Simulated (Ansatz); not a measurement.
**[BPH5]− (SMILES [BH3-]P): CCSDTQ/STO-3G**

Aim: the vertical singlet–triplet gap of [BPH5]− at CCSDTQ/STO-3G, from 2 runs. 

The calculation is run with Ansatz 0.2.0.

1 further run of the same task is left out (set aside as unsound or not needed).

## 1. The structure to begin with

The species is [BPH5]− (7 atoms), meant as a singlet with charge -1. SMILES: `[BH3-]P`. The shape is that of a GFN2-xTB optimisation.

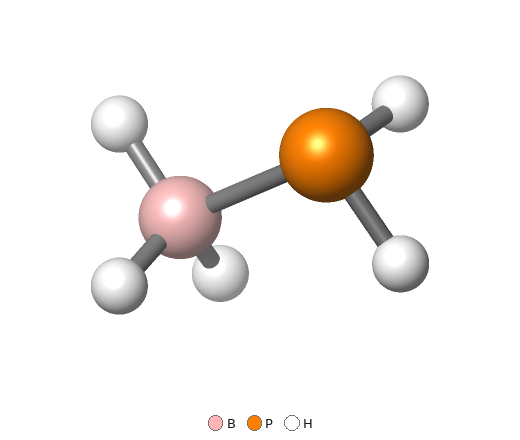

Viewed from a chosen angle; boron pink, phosphorus orange, hydrogen white.

## 2. The energy at CCSDTQ/STO-3G

run.yaml reads:

```yaml
crystal:
  periodic: [false, false, false]
  atoms:
    - {symbol: B, position_ang: [-0.506120, -0.519900, -0.363840]}
    - {symbol: P, position_ang: [0.697480, 0.300190, 0.995330]}
    - {symbol: H, position_ang: [-1.584360, -0.644230, 0.174420]}
    - {symbol: H, position_ang: [-0.027360, -1.601150, -0.627340]}
    - {symbol: H, position_ang: [-0.557520, 0.205550, -1.330350]}
    - {symbol: H, position_ang: [0.219110, 1.599520, 0.971100]}
    - {symbol: H, position_ang: [1.758760, 0.660030, 0.180690]}
basis:
  gaussian:
    orbitals: STO-3G
scf:
  omitted_lower_state_checks: [cluster_reference, increment]
total_charge: -1
accuracy: high
correlation:
  method: ccsdtq
  frozen_orbitals: {B: 1, H: 0, P: 5}
```

Command:

```sh
ansatz run run.yaml --threads 1 --pin off --max-ram 2610MiB --events-out events.jsonl --progress --plain --runs-dir runs
```

The log of the run, shortened:

```text
Warning: RAYON_NUM_THREADS=1 ignored (pool sized by the plan → 1); use --threads N
Functional definition: HF
  name "HF"
[...]
333 factors; integrals over basis functions are off by at most 1.1e-8 eV
[...]
mean field -9906.93713203 eV, -364.0732244390 hartree, gradient 4.4e-8 eV, S^2 0.000000; 0 other end points of the search recorded, 0 dependent functions left out
6 core orbitals not correlated: weight in the atoms' cores, before any rotation towards them, 1.000 or more for the frozen orbitals, at most 0.000 for the correlated occupied ones
reference -9906.93713203 eV, -364.0732244390 hartree; 7, 7 occupied and 6, 6 virtual orbitals, 333 factors
second order -2.08888980 eV of doubles, -0.00000000 eV of singles
cycle   1  -2.66544972 eV  change   -5.8e-1 eV  update   6.0e-2
[...]
cycle  17  -2.98756948 eV  change   -1.2e-9 eV  update  8.6e-10
Total energy: -9909.92470151 eV, -364.1830155922 hartree
Checks for a lower state left out: cluster_reference, increment
```

It took 3.3 s on 1 thread of Arm Neoverse V2, shared host; peak memory 0.11 GiB.

## 3. The triplet at the same level

input.yaml reads:

```yaml
basis:
  gaussian: {orbitals: STO-3G}
crystal:
  periodic: [false, false, false]
  atoms:
    - {symbol: B, position_ang: [-0.506120, -0.519900, -0.363840]}
    - {symbol: P, position_ang: [0.697480, 0.300190, 0.995330]}
    - {symbol: H, position_ang: [-1.584360, -0.644230, 0.174420]}
    - {symbol: H, position_ang: [-0.027360, -1.601150, -0.627340]}
    - {symbol: H, position_ang: [-0.557520, 0.205550, -1.330350]}
    - {symbol: H, position_ang: [0.219110, 1.599520, 0.971100]}
    - {symbol: H, position_ang: [1.758760, 0.660030, 0.180690]}
total_charge: -1
magnetization: {spin_polarized: true, initial_magnetization: 2}
correlation: {method: ccsdtq, frozen_orbitals: {B: 1, H: 0, P: 5}}
accuracy: high
scf: {omitted_lower_state_checks: [cluster_reference, increment]}
```

Command:

```sh
ansatz run input.yaml --threads 1 --pin off --max-ram 2610MiB --events-out events.jsonl --progress --plain --runs-dir runs
```

The log of the run, shortened:

```text
Warning: RAYON_NUM_THREADS=1 ignored (pool sized by the plan → 1); use --threads N
Functional definition: HF
  name "HF"
[...]
333 factors; integrals over basis functions are off by at most 1.1e-8 eV
[...]
mean field -9897.75502943 eV, -363.7357883921 hartree, gradient 1.7e-8 eV, S^2 2.008740; 2 other end points of the search recorded, 0 dependent functions left out
6 core orbitals not correlated: weight in the atoms' cores, before any rotation towards them, 1.000 or more for the frozen orbitals, at most 0.000 for the correlated occupied ones
reference -9897.75502943 eV, -363.7357883921 hartree; 8, 6 occupied and 5, 7 virtual orbitals, 333 factors
second order -1.81910718 eV of doubles, -0.00000000 eV of singles
cycle   1  -2.35235036 eV  change   -5.3e-1 eV  update   6.4e-2
[...]
cycle  34  -2.72743877 eV  change  -4.0e-10 eV  update   1.2e-9
Total energy: -9900.48246820 eV, -363.8360199183 hartree
Checks for a lower state left out: cluster_reference, increment
```

Run time: 37 s. Hardware: 1 thread of Arm Neoverse V2, shared host; peak memory 0.32 GiB.

## 4. Outcome

Level: CCSDTQ/STO-3G, 6 core orbitals frozen.

| quantity | value |
| --- | --- |
| singlet: total energy | -364.18302 Eh |
| singlet: correlation energy (6 core orbitals frozen) | -109.8 mEh |
| singlet: T1 diagnostic | 0.005 |
| triplet: total energy | -363.83602 Eh |
| triplet: correlation energy (6 core orbitals frozen) | -100.2 mEh |
| triplet: ⟨S²⟩ of the reference determinant | 2.009 |
| triplet: T1 diagnostic | 0.011 |
| vertical energy of the triplet above the singlet | 9.442 eV |

At this shape the triplet lies 9.44 eV (911 kJ/mol) above the singlet. For an anion a state so high probably lies above electron detachment. In a minimal basis such a difference can be off by several eV, whatever the method.
